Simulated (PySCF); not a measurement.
## Electronic structure of CH$_{7}$B$_{2}$ClSi (SMILES BBC[SiH2]Cl) in real space

```xyz
12

B    -2.1891    0.1043    0.3927
B    -0.9610   -0.5512   -0.4436
C     0.3385    0.2269   -0.8577
Si    1.6428   -0.0177    0.5086
Cl    3.3262    0.9669   -0.0367
H    -2.1935    0.1422    1.5670
H    -3.1558    0.5418   -0.1097
H    -0.9709   -1.6924   -0.7409
H     0.7707   -0.1448   -1.7886
H     0.1863    1.3009   -0.9788
H     2.0052   -1.4251    0.6778
H     1.2019    0.5476    1.7838
```

Geometry: GFN2-xTB.

These are results of PBE0/pcSseg-1, SCF density, gas phase, non-relativistic in PySCF, not measurements.

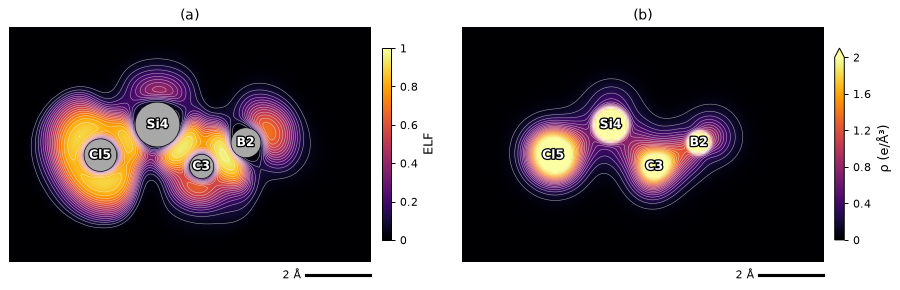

Figure 1. (a) electron localisation function; (b) electron density on the plane of atoms B2, C3 and Si4. Grey discs cover the atomic cores in the ELF map.

Describe what can be read from this map.

Atoms in the plane: B, C, Si and Cl.
C–B (1.57 Å): the density is about 1.3 e/Å³ at the midpoint; the ELF peaks at about 0.95 between the atoms (a shared electron pair).
C–Si (1.90 Å): ρ at the midpoint is about 0.88 e/Å³; the ELF peaks at about 0.95 between the atoms: localised, covalent bonding.
Si–Cl (2.03 Å): the density is about 0.95 e/Å³ at the midpoint; the ELF peaks at about 0.90 between the atoms (a shared but strongly polarised pair).
The ELF also peaks beside Cl5, away from the bonds: lone-pair regions.

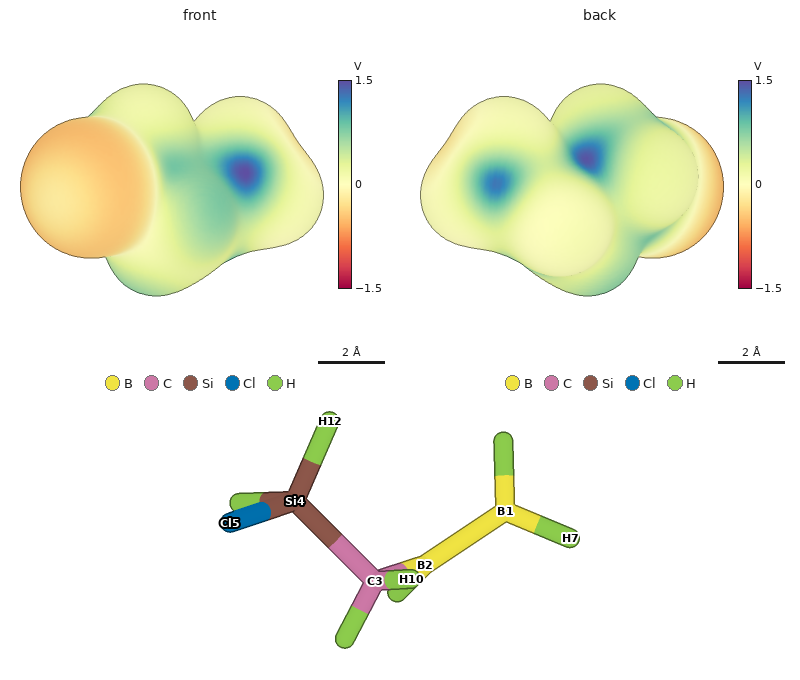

Figure 2. The molecular electrostatic potential painted on the density surface at 0.001 e/bohr³, seen from the front and from behind; the colour scale runs from red (negative) to blue (positive). The bare structure is drawn below in the same view.

Which sites attract a positive test charge, and which a negative one?

A positive charge is drawn to the negative regions and a negative charge to the positive ones. The most negative region (about −0.5 V) lies over Cl5, the most positive (about +1.4 V) over B1, B2 and Si4.
